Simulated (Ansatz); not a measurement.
## Profile along the Mg–Mg line in Mg (hcp, Mg type)

Mg (hcp, Mg type)

```cif
data_Mg2
_chemical_formula_sum 'Mg2'
_space_group_name_H-M_alt 'P 1'
_space_group_IT_number 1
_cell_length_a 3.17308
_cell_length_b 3.17308
_cell_length_c 5.18247
_cell_angle_alpha 90.000
_cell_angle_beta 90.000
_cell_angle_gamma 120.000
loop_
_space_group_symop_operation_xyz
  'x, y, z'
loop_
_atom_site_label
_atom_site_type_symbol
_atom_site_fract_x
_atom_site_fract_y
_atom_site_fract_z
_atom_site_occupancy
Mg1 Mg 0.33333 0.66667 0.75000 1
Mg2 Mg 0.66667 0.33333 0.25000 1
```

Fields along a shortest Mg–Mg line of a (1 -1 0 0) plane (3.17 Å), from Mg to Mg, interpolated on the slice's grid (step about 0.2 Å). Computed with r2SCAN (plane waves to 500 eV, PAW, scalar-relativistic; Ansatz, an electronic-structure program). k mesh 17×17×9. These are valence fields of a PAW run, semicore shells included where kept as valence: close to a nucleus they are smooth pseudo fields. Mg was relaxed with its symmetry unable to fall.

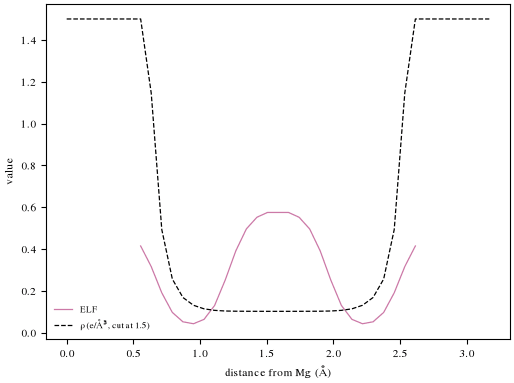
*ELF (away from the nuclei) and valence density from Mg to Mg.*

Density on the Mg–Mg line (3.17 Å) at its midpoint: 0.10 e/Å³. ELF at that point: 0.6. ELF maximum in the middle third of the Mg–Mg line: 0.57, 1.6 Å from Mg.
